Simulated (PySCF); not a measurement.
C4H9SSi2 (SMILES C[SiH2]C#C[SiH]SC) (doublet)

```xyz
16

C    -3.5499    0.2888   -0.3716
Si   -1.8884   -0.3038   -1.0728
C    -0.5267    0.4757   -0.0953
C     0.3873    1.0070    0.5113
Si    1.6837    1.6813    1.5952
S     3.2304    0.2293    1.9659
C     3.3745   -0.5446    0.3245
H    -3.6323    1.3716   -0.4115
H    -4.3811   -0.1248   -0.9362
H    -3.6720   -0.0119    0.6654
H    -1.7548   -1.7610   -0.9437
H    -1.7491    0.1114   -2.4762
H     2.2356    2.9595    1.1799
H     4.0299   -1.4011    0.4458
H     2.3940   -0.8628   -0.0168
H     3.8113    0.1619   -0.3751
```

Geometry: GFN2-xTB.

Computed with PySCF, UKS B3LYP, pcH-1 on C H S Si, non-relativistic, mean-field spin-orbit, GIAO.

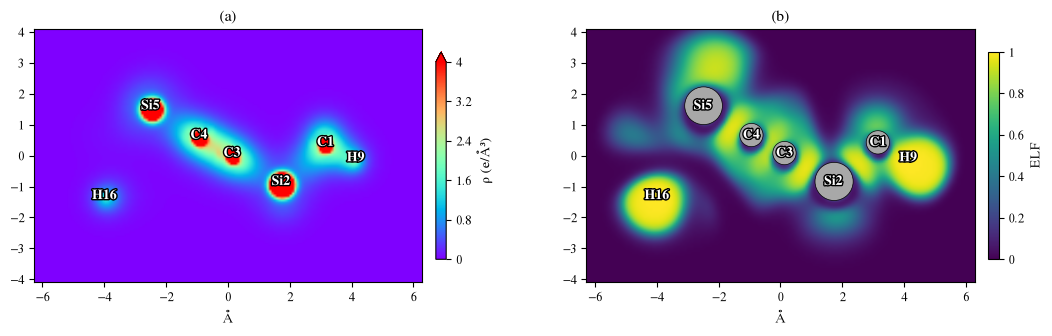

Figure 1. (a) electron density; (b) ELF on the plane of atoms C1, Si2 and C3. Grey discs cover the atomic cores in the ELF map.

### Read the bonding off the picture.

Atoms in the plane: C, Si and H. C–C (1.22 Å): ρ at the midpoint is about 2.5 e/Å³; the ELF peaks at about 0.90 between the atoms: a short, multiple covalent bond. C–Si (1.82 Å): ρ is about 0.81 e/Å³ halfway; the ELF peaks at about 0.95 between the atoms; a shared electron pair. C–H (1.09 Å): ρ is about 1.8 e/Å³ halfway; the ELF climbs to about 1 towards the hydrogen, as it does in any bond to H. C–Si (1.90 Å): the density is about 0.91 e/Å³ at the midpoint; the ELF peaks at about 0.95 between the atoms (localised, covalent bonding). The ELF also peaks beside Si5, away from the bonds: non-bonding electrons, paired or unpaired.

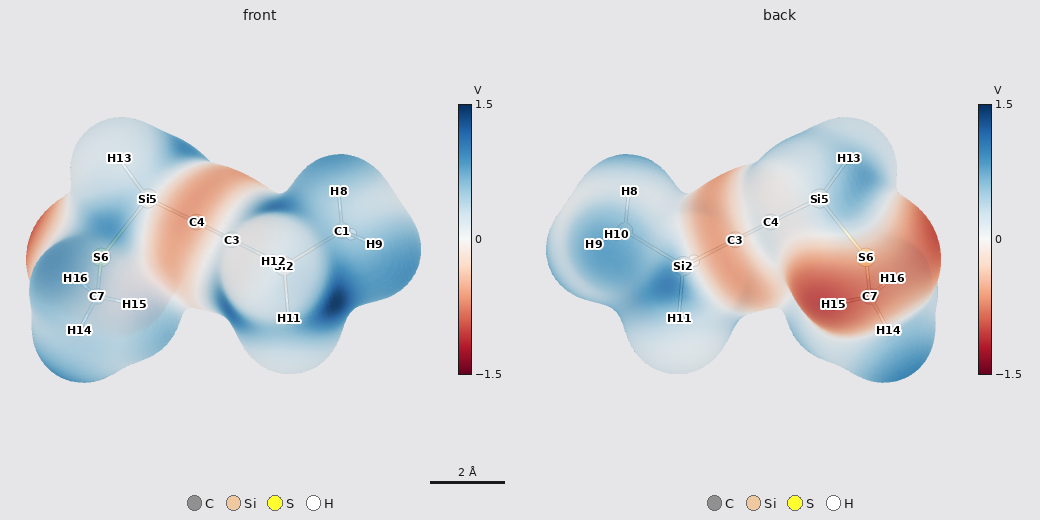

Figure 2. The electrostatic potential painted on the density surface at 0.002 e/bohr³, seen from the front and from behind; red is negative and blue positive.

### Which sites attract a positive test charge, and which a negative one?

A positive charge is drawn to the negative regions and a negative charge to the positive ones. The most negative region (about −1.0 V) lies over S6, the most positive (about +1.4 V) over Si2.
